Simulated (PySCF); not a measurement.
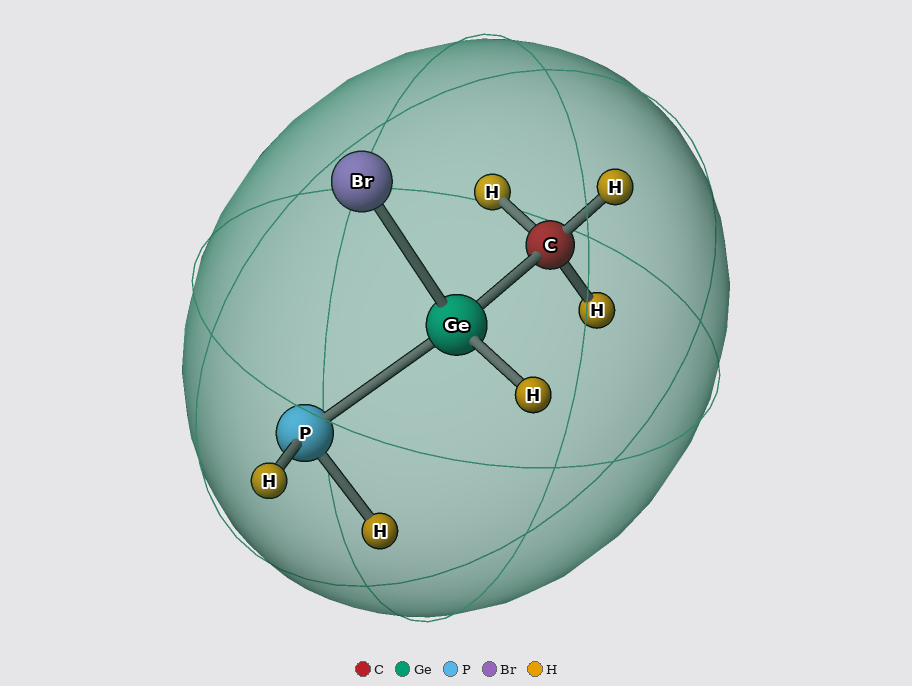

The ellipsoid shows the static dipole polarisability: its half-axes are proportional to the principal values. Computed geometry: PBE0-D3(BJ)/def2-SVP optimisation. No frequency run is at hand to confirm it as a minimum. Level of theory: CAM-B3LYP/def2-SVPD (PySCF 2.14.0).

Question. How large and how anisotropic is the polarisability?

Answer. Principal values 79.7, 94.9, 107.6 bohr³; mean 94.1 bohr³ (13.94 Å³); anisotropy 24.1 bohr³, so the longest axis is 1.35 times the shortest.
